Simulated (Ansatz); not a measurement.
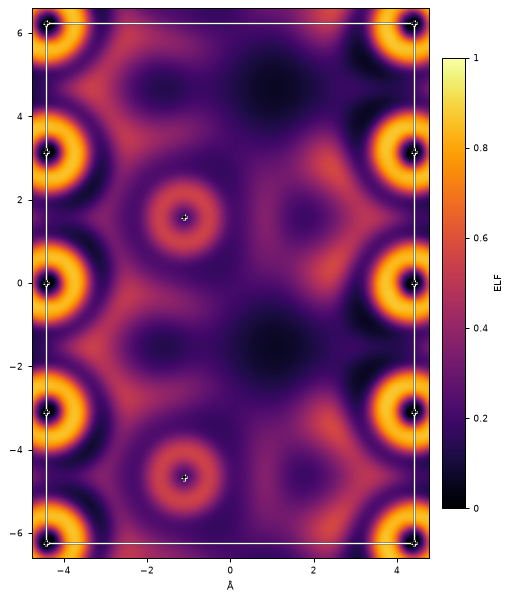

The ELF on a plane through atoms (crosses mark nuclei in the plane).

The calculation used DFT PBE, scalar-relativistic, plane waves, PAW; 4f electrons in the core of a trivalent norm-conserving potential in Ansatz.

Candidates:
A. TbYAl₄, a = 4.56 Å, b = 4.56 Å, c = 7.01 Å, α = 90.00°, β = 90.00°, γ = 120.00°. Space group P6/mmm; a structure generated by program, which may or may not match a known phase; computed without spin polarisation; no Hubbard U on the f states and no spin–orbit coupling.
B. Ho₄Pd, a = 8.83 Å, b = 8.83 Å, c = 8.83 Å, α = 90.00°, β = 90.00°, γ = 90.00°. Space group F-43m; a structure generated by program, which may or may not match a known phase; computed without spin polarisation; no Hubbard U on the f states and no spin–orbit coupling.

Which system is this?

Candidate B: Ho₄Pd on the (011) plane of the conventional cell, which holds Ho and Pd. Ho–Ho (3.09 Å): the ELF is about 0.20 at the midpoint; no shared electron pair shows on this line. Ho–Pd (3.66 Å): the ELF is about 0.30 at the midpoint (no shared electron pair shows on this line).
